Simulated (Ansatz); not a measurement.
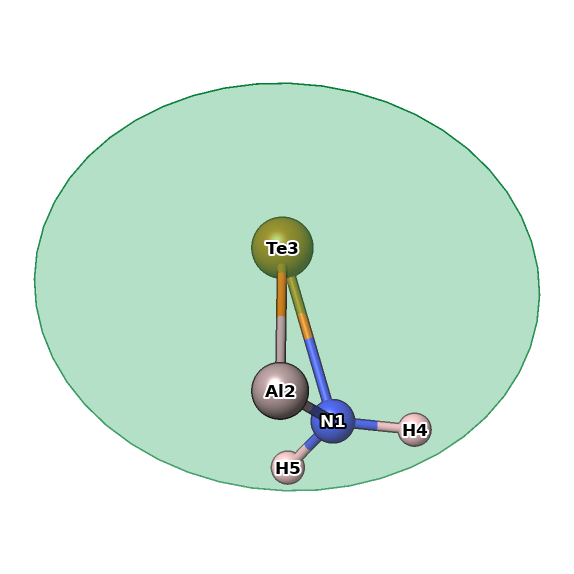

A disc through the centre of mass is drawn in. Depth is shown by fading: the farther an atom, the more it takes the colour of the background. The geometry was computed by an optimisation with PBE-D4/def2-SVP. No frequency run is at hand to confirm it as a minimum.

### Is the plane of the disc a mirror plane of the structure?

No. The point group is Cs, with 1 mirror plane, and this plane isn't one of its mirror planes.
